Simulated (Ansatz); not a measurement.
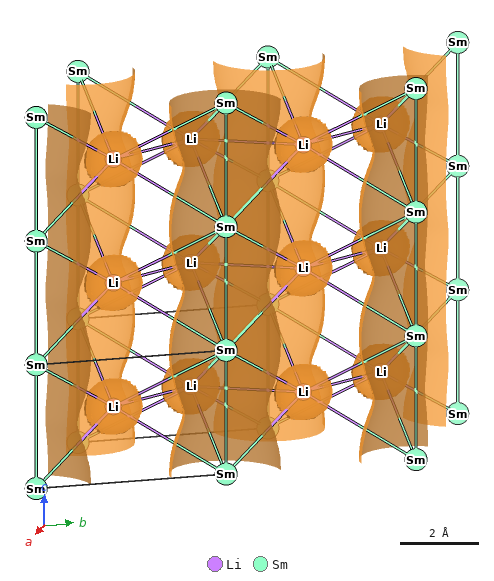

The picture shows: Li₂Sm. Isosurface of the valence electron density at 0.1 e/Å³ (orange), seen slightly off an axis. Sticks mark near contacts.

Space group P6/mmm; a structure generated by program, which may or may not match a known phase; computed without spin polarisation; no Hubbard U on the f states and no spin–orbit coupling.

The calculation used DFT PBE, scalar-relativistic, plane waves, PAW; 4f electrons in the core of a trivalent norm-conserving potential in Ansatz.

The density is the valence pseudo-density of a pseudopotential calculation; it isn't the true density close to the nuclei.

```
CELL_PARAMETERS angstrom
5.11968 0.00000 0.00000
-2.55984 4.43377 0.00000
0.00000 0.00000 3.26469
ATOMIC_POSITIONS crystal
Li 0.33333 0.66667 0.50000
Li 0.66667 0.33333 0.50000
Sm 0.00000 0.00000 0.00000
```

### What does this surface tell about the bonding?

At this value the density is joined into chains; it holds about 80 % of the electrons treated as valence (semicore included). It bridges the sampled Sm–Sm (3.26 Å) contacts, where the density stays above the isovalue. It is pinched off along the sampled Li–Li (2.96 Å) and Li–Sm (3.38 Å) contacts. On the grid the lowest density along these lines, outside the cores, is 0.06 e/Å³ (Li–Li, 2.96 Å), 0.15 e/Å³ (Sm–Sm, 3.26 Å) and 0.06 e/Å³ (Li–Sm, 3.38 Å).
